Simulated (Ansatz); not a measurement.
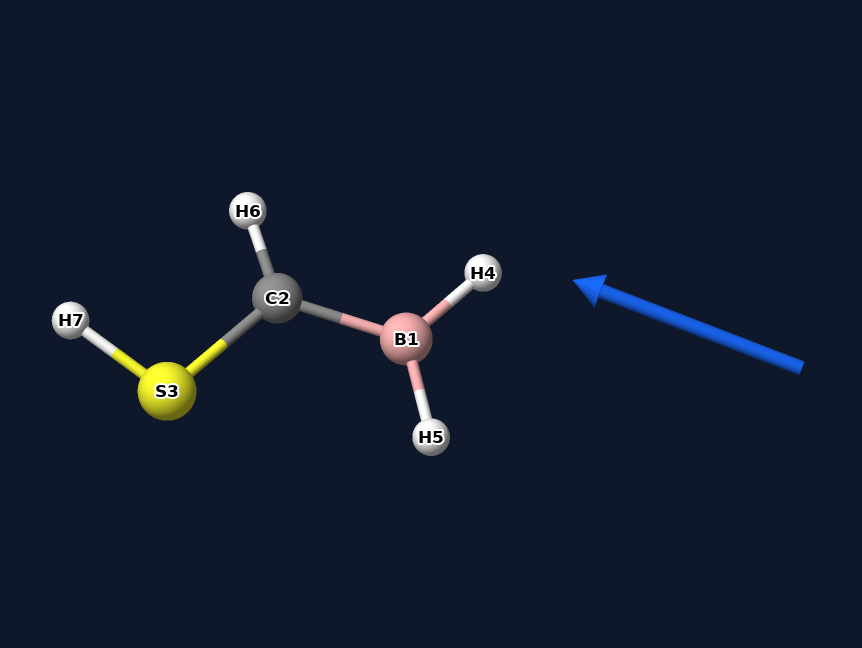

The arrow beside the molecule shows the direction of the dipole moment, from the negative to the positive end (its length means nothing). The species is neutral and a spin doublet. The geometry was computed by an optimisation with PBE0-D4/def2-TZVP. No frequency run is at hand to confirm it as a minimum. Properties computed with UKS PBE0-D4/def2-TZVP (Ansatz 0.2.0).

Q: How large is the dipole moment?

A: 2.52 D; it points from the side of H4, H5 to the side of H7 (the outermost atoms at the two ends).
